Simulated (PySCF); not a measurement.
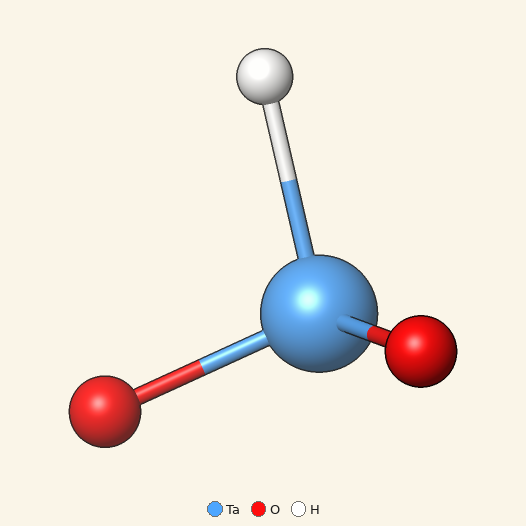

A metal compound. The species is neutral and a spin singlet. The geometry was computed by an optimisation with PBE0/def2-TZVP with core potentials.

Question. Describe the coordination sphere.

Answer. Ta binds 3 atoms: 2 O at 1.72 Å, 1 H at 1.78 Å. The arrangement is trigonal pyramidal.

Question. What are the formal oxidation state of the metal and its number of d electrons?

Answer. Ta(V), d⁰, counting the ligands as closed-shell ions or neutral donors.

The search tried a few shapes and spins; others may lie lower.
